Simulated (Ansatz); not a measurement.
InAs under a change: In → Sc

Start from InAs in the zinc blende structure (space group F-43m, No. 216; a = 6.087 Å).

Now apply this change: Sc takes the place of In on all its sites; the structure is relaxed again.

All numbers come from PBEsol (Ansatz, an electronic-structure program), no spin-orbit coupling. Settings: 10×10×10 k-points, 0.05 eV Fermi–Dirac smearing, for the changed cell.

The volume per atom decreases by 0.65 Å³, from 28.19 Å³ to 27.54 Å³ and the density decreases by 1.974 g/cm³ to 3.61 g/cm³. The lattice parameter a falls by 0.0474 Å to 6.039 Å and the space group remains F-43m (No. 216). The shortest interatomic distance falls by 0.021 Å, from 2.636 Å to 2.615 Å and the band gap changes from zero to 1.49 eV. The electron mass comes out as 1.9 mₑ along k, 2.9 mₑ across (at X) and the hole mass (degenerate bands, along [100]) comes out as 0.52, 2.1 mₑ (at X).

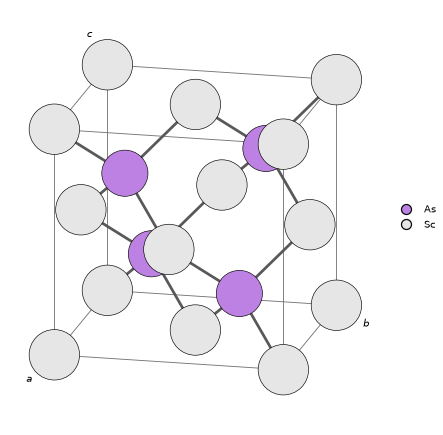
Figure. The relaxed conventional cell after the change

Masses are band curvatures over ±0.01 Å⁻¹ around the edge. Along k means along the line from Γ to the band edge. No phonon test of stability was made. As relaxed here, ScAs is a hypothetical phase, not in the database extracts checked. All final runs are without spin polarisation. The zero or small gap of InAs can change with the level of theory.
